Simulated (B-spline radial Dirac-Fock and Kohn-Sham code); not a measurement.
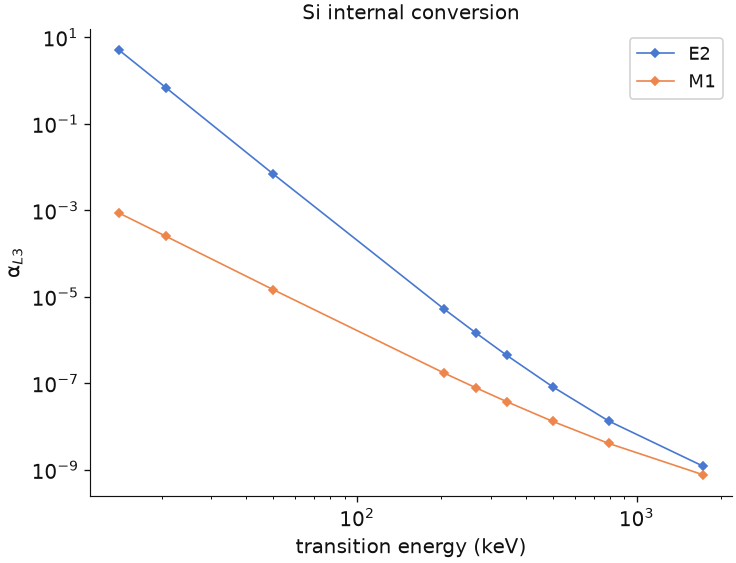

L3-subshell internal conversion coefficients against transition energy, at the marked points and joined by straight lines (also across edges). System: silicon (Z = 14). The calculation used a Dirac–Hartree–Slater potential of the neutral atom, no hole, surface-current nucleus (a B-spline radial atomic code).

### How do the multipoles rank at 50.0 keV?

E2 (0.00692), M1 (1.46 × 10⁻⁵).

### Above what energy does an E2 transition emit more photons than L3-subshell conversion electrons?

Between 14.1 and 20.7 keV, where α drops through 1.
